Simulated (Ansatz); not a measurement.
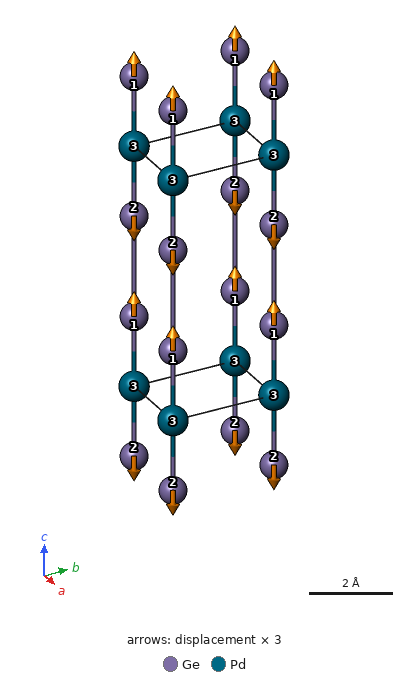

A relaxation of solid Ge2Pd (a generated structure, set up in P6/mmm) (coarse preliminary run). The starting structure is drawn; orange arrows show the displacements (the part carried along by the change of the cell is left out), 3 times their true length.

A ball-and-stick model of the cell of the calculation, seen slightly off an axis.

Method: DFT PBE, scalar-relativistic, plane waves, PAW in Ansatz 0.2.0.

Input
```yaml
crystal:
  lattice:
    - [3.51477103, 0.0, 0.0]
    - [-1.75738552, 3.043881, 0.0]
    - [0.0, 0.0, 6.03228104]
  atoms:
    - { symbol: Ge, position: [0.0, 0.0, 0.29087371] }
    - { symbol: Ge, position: [0.0, 0.0, 0.70912629] }
    - { symbol: Pd, position: [0.0, 0.0, 0.0] }
basis:
  ecutwfc: 420
kpoints:
  mp_grid: { grid: [6, 6, 4] }
hamiltonian:
  xc: pbe
scf:
  occupations: { method: gaussian, width: 0.1 }
  lower_state_search: "off"
output:
  forces: true
  stress: true
  eigenvalues: true
relax:
  adjacent_minimum: "off"
  f_tol: 0.04
  max_steps: 70
  cell: { stress_tol: 0.4 }
```

Launched with:
```bash
ansatz run input.yaml --threads 1 --pin off --max-ram 2560MiB --backend cpu --events-out ev --progress --plain --runs-dir out
```

### Atoms of which element are displaced furthest, and by how much?

Germanium: up to 0.21 Å, against 0.00 Å for palladium.

### What happened in the run?

The energy falls by 4032 meV per atom in 10 accepted moves (13 points after the start). Largest force component: 26 eV/Å at the start, 0.025 eV/Å at the end. The pressure goes from 73.50 to 0.06 GPa. The line search rejected the trial step at point 7 of the run. The SCF was repeated twice at an unchanged geometry on a basis and grid sized afresh for the cell, which shifted the energy by 46.7 meV per atom at most. The largest moves relative to the cell, 0.21 Å, are those of Ge1 and Ge2. Ge2 goes along −c. Pd stays in place. The volume changes by −15.3 %, with a = b 3.515 → 2.832 Å (−19.4 %), c 6.032 → 7.874 Å (+30.5 %). Some distances before and after: Ge1–Pd3 1.755 → 2.505 Å, Ge1–Ge1 3.515 → 2.832 Å, Ge1–Ge2 2.523 → 2.864 Å. The space group stays P6/mmm (No. 191).
